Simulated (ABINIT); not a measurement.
**Quasiparticle gap of NaHF2 (R-3m) in ABINIT**

How does a plane-wave GW calculation on NaHF2 (R-3m) run from the first input to the gap?

Calculated with ABINIT 10.8.3; PBEsol and many-body steps on it, plane waves.

## (1) Set-up

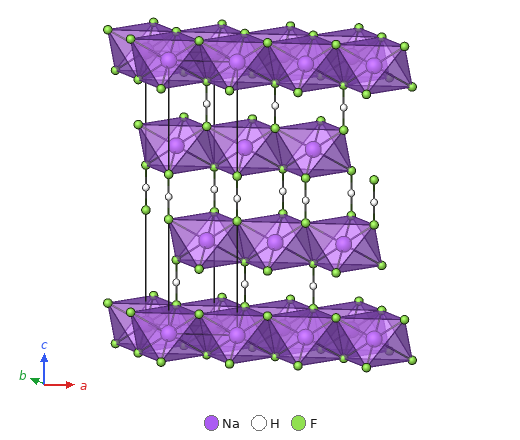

The cell as given, slightly off an axis (sodium purple, hydrogen white, fluorine green). 3×1×1 cells are drawn. This picture shows the conventional cell, with its axes. Some periodic images of atoms are drawn too.

As a file:

```cif
data_structure
_symmetry_space_group_name_H-M 'R-3m:H'
_symmetry_Int_Tables_number 166
_cell_length_a 3.4740
_cell_length_b 3.4740
_cell_length_c 13.7500
_cell_angle_alpha 90.000
_cell_angle_beta 90.000
_cell_angle_gamma 120.000
_cell_volume 143.71
loop_
_atom_site_label
_atom_site_type_symbol
_atom_site_symmetry_multiplicity
_atom_site_Wyckoff_symbol
_atom_site_fract_x
_atom_site_fract_y
_atom_site_fract_z
_atom_site_occupancy
Na1 Na 3 a 0.00000 0.00000 0.00000 1
H1 H 3 b 0.66667 0.33333 0.83333 1
F1 F 6 c 0.66667 0.33333 0.75093 1
```

The cell and positions come from the Crystallography Open Database and are kept as given unless a step says otherwise.

## (2) Ground state

This step: ABINIT 10.8.3; DFT, PBEsol, plane waves, norm-conserving pseudopotentials.

The ground-state density comes first.

Input file run.abi:

```
acell 3*1.0 Angstrom
rprim 
  1.737000000015 1.002857417591 4.583333333300
  -1.737000000015 1.002857417591 4.583333333300
  -0.000000000000 -2.005714835182 4.583333333300
ntypat 3
znucl 11 1 9
natom 4
typat 1 2 3 3
xred 
  0.000000000000 0.000000000000 0.000000000000
  0.500000000000 0.500000000000 0.500000000000
  0.417600000000 0.417600000000 0.417600000000
  0.582400000000 0.582400000000 0.582400000000
pp_dirpath "pseudos"
pseudos "Na.upf, H.upf, F.upf"
ecut 38
ngkpt 8 8 8
nshiftk 1
shiftk 0 0 0
kptopt 1
chksymbreak 0
nband 18
occopt 1
tolvrs 1e-10
nstep 60
prtwf 0
optforces 0
optstress 0
indata_prefix "in"
outdata_prefix "out"
tmpdata_prefix "tmp"
```

The run is started by

```sh
> OMP_NUM_THREADS=1 mpirun -n 4 abinit run.abi > log
```

Numbers of over 12 decimals in the logs are rounded to 6 here.

Log:

```text
.Version 10.8.3 of ABINIT. v10.8.2 released Aug 2026.

 Symmetries : space group R-3 m (#166); Bravais hR (rhombohedral)
================================================================================
 Values of the parameters that define the memory need of the present run
     intxc =       0    ionmov =       0      iscf =       7    lmnmax =       5
     lnmax =       5     mgfft =      54  mpssoang =       3    mqgrid =    3001
     natom =       4  nloc_mem =       1    nspden =       1   nspinor =       1
    nsppol =       1      nsym =      12    n1xccc =    2501    ntypat =       3
    occopt =       1   xclevel =       2
-    mband =          18        mffmem =           1         mkmem =          17
       mpw =        3638          nfft =      157464          nkpt =          65
================================================================================
  Rough estimation (10% accuracy) of disk space for files :
================================================================================

--------------------------------------------------------------------------------
------------- Echo of variables that govern the present computation ------------
--------------------------------------------------------------------------------
 -outvars: echo values of preprocessed input variables --------
            acell      1.8897261259E+00  1.8897261259E+00  1.8897261259E+00 Bohr

      chksymbreak           0
             ecut      3.80000000E+01 Hartree
-          fftalg         312

              ixc     -116133
              kpt      0.00000000E+00  0.00000000E+00  0.00000000E+00
                       1.25000000E-01  0.00000000E+00  0.00000000E+00
                       2.50000000E-01  0.00000000E+00  0.00000000E+00
                       3.75000000E-01  0.00000000E+00  0.00000000E+00
                       5.00000000E-01  0.00000000E+00  0.00000000E+00
                       1.25000000E-01  1.25000000E-01  0.00000000E+00
                       2.50000000E-01  1.25000000E-01  0.00000000E+00
                       3.75000000E-01  1.25000000E-01  0.00000000E+00
                       5.00000000E-01  1.25000000E-01  0.00000000E+00
   [... 39 further rows ...]
                       5.00000000E-01  2.50000000E-01  2.50000000E-01
                      -3.75000000E-01  2.50000000E-01  2.50000000E-01
                       outvar_i_n : Printing only first  50 k-points.
         kptrlatt        8    0    0      0    8    0      0    0    8
          kptrlen      5.25192685E+01
P           mkmem          17
            natom           4
            nband          18
            ngfft          54      54      54
             nkpt          65
            nstep          60
             nsym          12
           ntypat           3
              occ      2.000000  2.000000  2.000000  2.000000  2.000000  2.000000
                       2.000000  2.000000  2.000000  2.000000  2.000000  2.000000
                       0.000000  0.000000  0.000000  0.000000  0.000000  0.000000
        optforces           0
        optstress           0
            prtwf           0
            rprim      1.7370000000E+00  1.0028574176E+00  4.5833333333E+00
[...]
spgroup         166

           tolvrs      1.00000000E-10

             xred      0.0000000000E+00  0.0000000000E+00  0.0000000000E+00
[...]
znucl       11.00000    1.00000    9.00000

================================================================================

 chkinp: Checking input parameters for consistency.

================================================================================
== DATASET  1 ==================================================================
-   mpi_nproc: 4, omp_nthreads: 1 (-1 if OMP is not activated)

--- !DatasetInfo
iteration_state: {dtset: 1, }
dimensions: {natom: 4, nkpt: 65, mband: 18, nsppol: 1, nspinor: 1, nspden: 1, mpw: 3638, }
cutoff_energies: {ecut:  38.0, pawecutdg:  -1.0, }
electrons: {nelect:   2.40000000E+01, charge:   0.00000000E+00, occopt:   1.00000000E+00, tsmear:   1.00000000E-02, }

 Real(R)+Recip(G) space primitive vectors, cartesian coordinates (Bohr,Bohr^-1):
 R(1)=  3.2824543  1.8951259  8.6612447  G(1)=  0.1523250  0.0879449  0.0384856
 R(2)= -3.2824543  1.8951259  8.6612447  G(2)= -0.1523250  0.0879449  0.0384856
 R(3)=  0.0000000 -3.7902517  8.6612447  G(3)=  0.0000000 -0.1758898  0.0384856
 Unit cell volume ucvol=  3.2327216E+02 bohr^3
 Angles (23,13,12)=  4.06314301E+01  4.06314301E+01  4.06314301E+01 degrees

 getcut: wavevector=  0.0000  0.0000  0.0000  ngfft=  54  54  54
         ecut(hartree)=     38.000   => boxcut(ratio)=   2.05942

--- Pseudopotential description ------------------------------------------------
- Na Generated using ONCVPSP code by D. R. Hamann
- 11.00000   9.00000  180301                  znucl, zion, pspdat
12 -116133 1 -1 2016                          pspcod,pspxc,lmax,lloc,mmax
     nproj     2     2     0
  pspatm : epsatm=    9.32918808
         --- l  ekb(1:nproj) -->
[...]
pspatm: atomic psp has been read  and splines computed

- H Generated using ONCVPSP code by D. R. Hamann
-  1.00000   1.00000  180301                  znucl, zion, pspdat
12 -116133 1 -1 1180                          pspcod,pspxc,lmax,lloc,mmax
     nproj     2     1     0
  pspatm : epsatm=    0.35585368
         --- l  ekb(1:nproj) -->
[...]
1   -0.494138
 pspatm: atomic psp has been read  and splines computed

- F Generated using ONCVPSP code by D. R. Hamann
-  9.00000   7.00000  180301                  znucl, zion, pspdat
12 -116133 2 -1 832                           pspcod,pspxc,lmax,lloc,mmax
     nproj     2     2     1
  pspatm : epsatm=    4.89824381
         --- l  ekb(1:nproj) -->
[...]
2   -2.394754
 pspatm: atomic psp has been read  and splines computed

   4.67556705E+02                                ecore*ucvol(ha*bohr**3)
--------------------------------------------------------------------------------

_setup2: Arith. and geom. avg. npw (full set) are    3616.209    3616.195

================================================================================

--- !BeginCycle
iteration_state: {dtset: 1, }
solver: {iscf: 7, nstep: 60, nline: 4, wfoptalg: 0, }
tolerances: {tolvrs: 1.00E-10, }

     iter   Etot(hartree)      deltaE(h)  residm     vres2
 ETOT  1  -95.371360499391    -9.537E+01 1.117E-01 5.112E+02
 ETOT  2  -95.419329754392    -4.797E-02 9.247E-03 3.787E+02
 ETOT  3  -95.487620696580    -6.829E-02 5.857E-03 9.919E+00
 ETOT  4  -95.488838087424    -1.217E-03 6.920E-04 1.287E-01
 ETOT  5  -95.488847732382    -9.645E-06 2.588E-04 2.517E-02
 ETOT  6  -95.488850120977    -2.389E-06 4.231E-05 1.732E-03
 ETOT  7  -95.488850175165    -5.419E-08 2.962E-05 9.136E-05
 ETOT  8  -95.488850178816    -3.651E-09 1.743E-05 8.957E-06
 ETOT  9  -95.488850178962    -1.463E-10 2.906E-05 1.747E-06
 ETOT 10  -95.488850178990    -2.801E-11 1.658E-05 7.812E-08
 ETOT 11  -95.488850178994    -3.880E-12 2.773E-05 4.007E-09
 ETOT 12  -95.488850178994     5.400E-13 1.529E-05 1.338E-11

 At SCF step   12       vres2   =  1.34E-11 < tolvrs=  1.00E-10 =>converged.

--- !ResultsGS
iteration_state: {dtset: 1, }
comment   : Summary of ground state results
lattice_vectors:
- [  3.2824543,   1.8951259,   8.6612447, ]
- [ -3.2824543,   1.8951259,   8.6612447, ]
- [ -0.0000000,  -3.7902517,   8.6612447, ]
lattice_lengths: [   9.45427,    9.45427,    9.45427, ]
lattice_angles: [ 40.631,  40.631,  40.631, ] # degrees, (23, 13, 12)
lattice_volume:   3.2327216E+02
convergence: {deltae:  5.400E-13, res2:  1.338E-11, residm:  1.529E-05, diffor:  0.000E+00, }
etotal    :  -9.54888502E+01
entropy   :   0.00000000E+00
fermie    :  -1.26494763E-01
cartesian_stress_tensor: null
pressure_GPa: null
xred      :
- [  0.0000E+00,   0.0000E+00,   0.0000E+00, Na]
- [  5.0000E-01,   5.0000E-01,   5.0000E-01,  H]
- [  4.1760E-01,   4.1760E-01,   4.1760E-01,  F]
- [  5.8240E-01,   5.8240E-01,   5.8240E-01,  F]
cartesian_forces: null
force_length_stats: {min: null, max: null, mean: null, }

 Integrated electronic density in atomic spheres:
 ------------------------------------------------
 Atom  Sphere_radius  Integrated_density
[...]
4        2.00000          7.12708732
================================================================================

 ----iterations are completed or convergence reached----

 Mean square residual over all n,k,spin=   13.362E-09; max=  15.287E-06
 reduced coordinates (array xred) for    4 atoms
       0.000000000000      0.000000000000      0.000000000000
       0.500000000000      0.500000000000      0.500000000000
       0.417600000000      0.417600000000      0.417600000000
       0.582400000000      0.582400000000      0.582400000000
 rms dE/dt=  0.0000E+00; max dE/dt=  0.0000E+00; dE/dt below (all hartree)
    1       0.000000000000      0.000000000000      0.000000000000
    2       0.000000000000      0.000000000000      0.000000000000
    3       0.000000000000      0.000000000000      0.000000000000
    4       0.000000000000      0.000000000000      0.000000000000

 cartesian coordinates (angstrom) at end:
    1      0.000000     0.000000     0.000000
    2     -0.000000     0.000000     6.875000
    3     -0.000000     0.000000     5.742000
    4      0.000000     0.000000     8.008000
 length scales=  1.889726125908  1.889726125908  1.889726125908 bohr
              =  1.000000000000  1.000000000000  1.000000000000 angstroms
 prteigrs : about to open file out_EIG
 Fermi (or HOMO) energy (hartree) =  -0.12649   Average Vxc (hartree)=  -0.30043
 Eigenvalues (hartree) for nkpt=  65  k points:
 kpt#   1, nband= 18, wtk=  0.00195, kpt=  0.0000  0.0000  0.0000 (reduced coord)
  -1.82753   -0.87479   -0.83452   -0.80128   -0.80128   -0.79265   -0.30980   -0.14551
  -0.14551   -0.13481   -0.13481   -0.13385    0.12823    0.35973    0.40202    0.52441
   0.57446    0.57446
 prteigrs : prtvol=0 or 1, do not print more k-points.

--- !EnergyTerms
iteration_state     : {dtset: 1, }
comment             : Components of total free energy in Hartree
kinetic             :  6.07410041776043E+01
hartree             :  3.63236830132896E+01
xc                  : -1.80141663739679E+01
Ewald energy        : -5.02885514626832E+01
psp_core            :  1.44632530267496E+00
local_psp           : -1.05493266645333E+02
non_local_psp       : -2.02038781905784E+01
total_energy        : -9.54888501789936E+01
total_energy_eV     : -2.59838398440521E+03
band_energy         : -1.39598903911370E+01

== END DATASET(S) ==============================================================
================================================================================

 -outvars: echo values of variables after computation  --------
           etotal     -9.5488850179E+01
            nband          18
             nkpt          65
          spgroup         166
 [... the other variables as echoed above ...]

 Calculation completed.
```

Run time: 73 s. Hardware: 4 MPI ranks of Arm Neoverse V1, shared host; peak memory 0.44 GiB; 4.9 min of CPU time.

Numbers from this step:

```yaml
total_energy: -2598.3840 eV
gap: 6.931 eV
k_of_the_valence_top: 0.5, 0.5, 0.5
k_of_the_conduction_bottom: 0, 0, 0
least_direct_gap: 7.132 eV
```

The gap is indirect, with the least direct gap 0.20 eV higher.

[end of part 1 of 3]

[Paths, hosts, dates, memory and timing lines, banners, echoed tables and standing remarks are left out of the program output.]

[Logs are printed without paths, hosts, clocks, repeated set-up lines and the standing remarks that a program may print on its own settings, such as how far it seeks lower states.]

[Runs of the session that timed out or met a known fault of the program may be left out.]

[Hosts, paths, dates, database ids (printed as entryN), source tags and the programs' standing remarks are cut or masked in the printed files.]

[G0W0 gaps are taken among the corrected bands and points alone; a level outside them can change the order at an edge.]

[Where Ansatz stands beside ABINIT at settings called matched, ABINIT's density can come from a denser mesh and the files from another edition; pairs whose starting gaps differed by over 0.03 eV were left out, so agreement reads better than it is.]
